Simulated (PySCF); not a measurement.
**The bond of BrF+, level by level**

One job finds the state of BrF+, follows it along the bond with each method and fits the curves.

The runs use PySCF 2.14.0; Br 6-31G(d,p), F 6-31G(d,p), no relativity.

## Step 1: Input

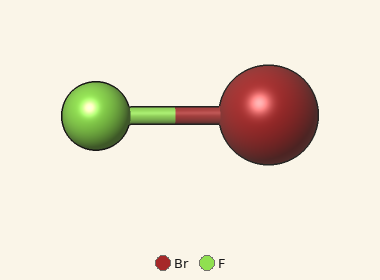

The two atoms at the starting distance (bromine red, fluorine green).

The job is set up so:

| Item | Value |
| --- | --- |
| atoms | Br, F |
| charge | 1 |
| basis | Br 6-31G(d,p), F 6-31G(d,p) |
| Hamiltonian | no relativity |
| basis functions | 46 |
| electrons treated | 43 |
| masses in u | 78.9183, 18.9984 |
| levels | PBE0, PBE, r²SCAN, PBEsol, BLYP, BHandHLYP, ωB97X, HF, MP2, SCS-MP2, CCSD, CCSD(T) |
| grid | 80 radial by 434 angular points |
| occupations | held fixed by the projection of orbital angular momentum |
| dissociation limit | Br+ + F, each in its ground configuration |
| starting distance in angstrom | 1.830 |
| values of 2S to try | 1, 3 |

On the command line:

```sh
> OMP_NUM_THREADS=1 python dia.py task.json out
```

The runs that follow: PBE0 along the bond; Other states along the same grid; PBE; r²SCAN (meta-GGA); PBEsol; BLYP; BHandHLYP (global hybrid GGA); ωB97X; UHF; MP2 and coupled cluster.

Q: Predict the outcome of this session. Wanted: for each run, Re; ωe; De; μ.

The runs gave:

Lowest PBE0 solution found, without spin–orbit coupling: ²Π (doublet), unpaired electrons π ↑. State 2 has its PBE0 minimum 1.87 eV higher. The other levels ran on the lowest alone.

```tsv
level	Re (Å)	ωe (cm⁻¹)	De (eV)	μ (D)
UHF-CCSD(T)	1.722	749	2.11	n/a
PBE	1.729	745	3.45	-1.19
PBEsol	1.716	767	3.81	-1.16
BLYP	1.744	719	3.34	-1.21
r²SCAN	1.712	777	2.90	-1.33
PBE0	1.697	808	2.70	-1.46
BHandHLYP	1.684	830	1.98	-1.72
ωB97X	1.693	823	2.74	-1.56
```

De is counted to Br+ + F in their ground configurations. A positive dipole points from Br to F; in an ion it is taken about the centre of mass and does not tell which atom is negative. No constants: UHF (the points don't follow one smooth fit); UHF-MP2 (the points don't follow one smooth fit); UHF-SCS-MP2 (the points don't follow one smooth fit); UHF-CCSD (the points don't follow one smooth fit).

In words: The methods spread over 0.060 Å in bond length, from BHandHLYP to BLYP. Of the levels with a De here, BHandHLYP gives the least (1.98 eV) and PBEsol the most (3.81 eV).

Correlated steps freeze 10 core orbitals. T1 is 0.023 near the minimum (highest on the curve 0.059), which may point to more than one leading configuration.
